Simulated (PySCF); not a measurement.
## NMR shielding calculation of C4H13NSSi

The run: NMR shielding calculation of C4H13NSSi. Method and program: GIAO PBE0/pcSseg-1 NMR shielding, non-relativistic, gas phase (PySCF 2.14.0).

The geometry comes from this level: GFN2-xTB. It belongs to a series of runs on one base structure; here: H on C replaced by C2H5. Figures and captions count atoms from 1; the log counts them from 0 in places.

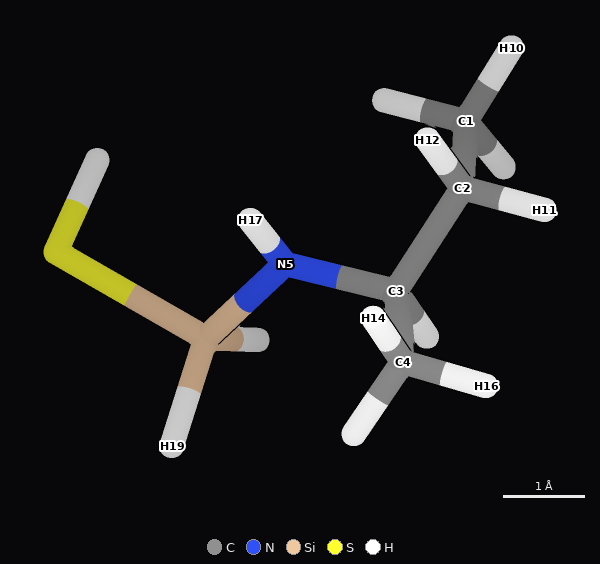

The structure as given in the input (stick view, seen at an oblique angle; atoms are numbered from 1 in the order of the input).

### Summary

```csv
quantity,value
outcome,converged
total energy,−902.159753 hartree
HOMO,−6.99 eV
LUMO,0.43 eV
dipole moment,2.54 D
"isotropic shielding, C",133.9 to 172.9 ppm
"isotropic shielding, N",207.6 ppm
"isotropic shielding, Si",381.7 ppm
"isotropic shielding, S",738.2 ppm
"isotropic shielding, H",26.4 to 32.1 ppm
hardware,"1 CPU thread, shared host"
wall time,64 s
peak memory,0.89 GiB
```

### The input
```
{"job": {"kind": "nmr", "xc": "PBE0", "basis": "pcSseg-1"}, "charge": 0, "multiplicity": 1}
C     -1.007992    -1.257026     1.649785
C     -1.473457    -0.076632     0.806857
C     -0.615840     0.101932    -0.451024
C     -1.182054     1.200561    -1.350610
N      0.753692     0.382546    -0.078736
Si     2.103311    -0.172311    -0.961306
S      3.831440     0.460025     0.151392
H      0.032082    -1.126824     1.937667
H     -1.092301    -2.182611     1.085021
H     -1.611350    -1.345535     2.550021
H     -2.512150    -0.224776     0.506183
H     -1.424048     0.839524     1.400771
H     -0.600977    -0.839581    -1.009436
H     -1.218473     2.145561    -0.812041
H     -0.551089     1.324863    -2.227634
H     -2.188168     0.947908    -1.674868
H      0.830128     1.234022     0.461133
H      2.058016    -1.630795    -0.976758
H      2.352326     0.376960    -2.292518
H      3.511756    -0.147132     1.283064
```

The first line tells a small driver script what to run in PySCF; the rest is the geometry in Å.

Launched with:
```bash
OMP_NUM_THREADS=1 python <driver script> task.json out
```

### The program's output
```
coarse grid: 16720 points
cycle   1  E = -902.0504830052  dE =  5.331e-01  |g| = 5.083e-01  |ddm| = 3.841e+00
cycle   2  E = -902.0296727692  dE =  2.081e-02  |g| = 6.070e-01  |ddm| = 1.093e+00
cycle   3  E = -902.1157595880  dE = -8.609e-02  |g| = 7.884e-02  |ddm| = 6.477e-01
cycle   4  E = -902.1169991826  dE = -1.240e-03  |g| = 3.140e-02  |ddm| = 1.100e-01
cycle   5  E = -902.1172136967  dE = -2.145e-04  |g| = 4.712e-03  |ddm| = 3.117e-02
cycle   6  E = -902.1172183746  dE = -4.678e-06  |g| = 1.860e-03  |ddm| = 6.660e-03
final grid: 149336 points
cycle   7  E = -902.1597266993  dE = -4.079e-05  |g| = 1.026e-02  |ddm| = 3.471e-02
cycle   8  E = -902.1597128226  dE =  1.388e-05  |g| = 1.265e-02  |ddm| = 2.248e-02
cycle   9  E = -902.1597529784  dE = -4.016e-05  |g| = 1.196e-03  |ddm| = 1.315e-02
cycle  10  E = -902.1597532754  dE = -2.970e-07  |g| = 2.611e-04  |ddm| = 1.323e-03
cycle  11  E = -902.1597532890  dE = -1.359e-08  |g| = 6.457e-05  |ddm| = 2.447e-04
cycle  12  E = -902.1597532898  dE = -8.288e-10  |g| = 2.134e-05  |ddm| = 7.126e-05
```

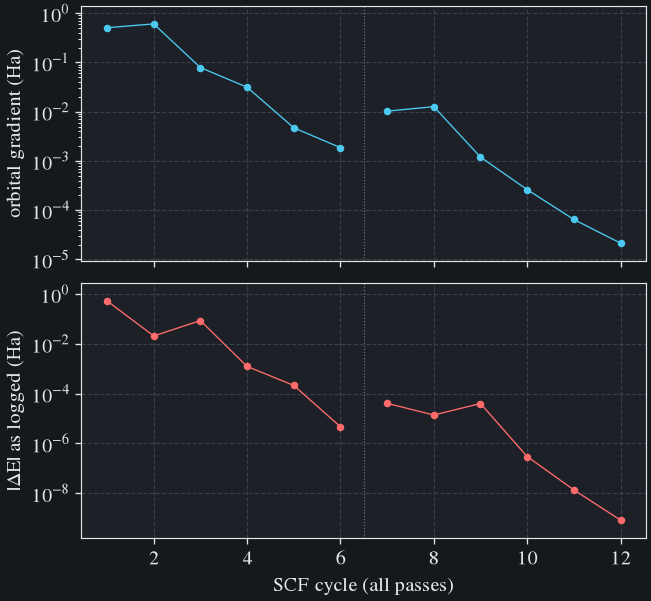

Convergence of the self-consistent field: orbital gradient and size of the energy change against the SCF cycle. The dotted line marks the change from a coarse to the final integration grid. The first 6 cycles use a coarse grid, the final grid takes over at cycle 7, and the field converges after 12 cycles in all.

```
converged SCF energy = -902.1597532898

GIAO shielding tensors (ppm)
atom      isotropic    diamagn.    paramagn.     s11        s22        s33       span
  0 C      172.931     246.903     -73.973    160.009    171.320    187.464     27.455
  1 C      149.292     248.437     -99.145    136.830    140.732    170.313     33.483
  2 C      133.901     243.982    -110.081    115.638    137.535    148.529     32.891
  3 C      157.840     247.368     -89.529    136.994    150.248    186.277     49.282
  4 N      207.604     326.663    -119.059    157.042    203.992    261.778    104.736
  5 Si     381.664     880.569    -498.905    337.598    366.642    440.752    103.155
  6 S      738.222    1057.368    -319.146    638.428    706.375    869.862    231.434
  7 H       30.047      31.658      -1.612     24.642     31.142     34.357      9.715
  8 H       31.016      30.549       0.467     26.983     28.691     37.374     10.390
  9 H       30.677      28.519       2.158     25.936     27.678     38.416     12.481
 10 H       30.202      31.698      -1.495     24.917     29.847     35.843     10.926
 11 H       30.868      32.712      -1.844     27.205     30.314     35.084      7.880
 12 H       29.388      34.077      -4.689     27.073     28.318     32.773      5.700
 13 H       30.810      30.879      -0.070     28.134     28.766     35.529      7.395
 14 H       30.212      30.527      -0.316     25.701     29.044     35.891     10.190
 15 H       30.526      30.143       0.383     26.043     27.890     37.645     11.602
 16 H       32.104      36.650      -4.546     24.263     32.725     39.323     15.060
 17 H       26.512      30.491      -3.979     22.516     25.551     31.469      8.954
 18 H       26.432      28.963      -2.532     21.866     25.165     32.265     10.398
 19 H       31.307      31.977      -0.670     23.245     28.485     42.192     18.946
```

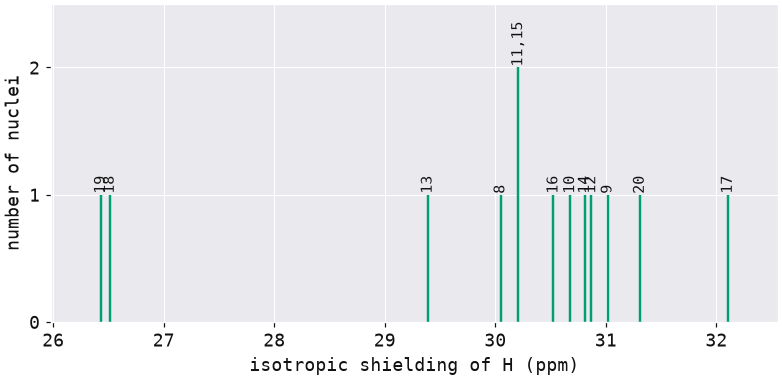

Isotropic shieldings of the hydrogen nuclei in this fixed geometry, labelled by atom number; shielding grows to the right, so chemical shift grows to the left. The least shielded is H19 (26.4 ppm), the most shielded H17 (32.1 ppm).

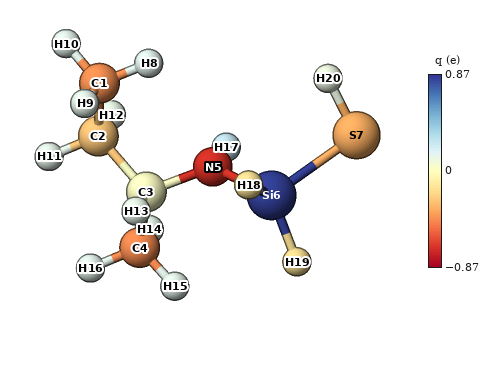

IAO charges, as the colour of each atom (ball-and-stick view, seen at a tilt; atoms are numbered from 1 in the order of the input). By element: C −0.43 to +0.01, N −0.69, Si +0.83, S −0.33 and H −0.15 to +0.26 e.
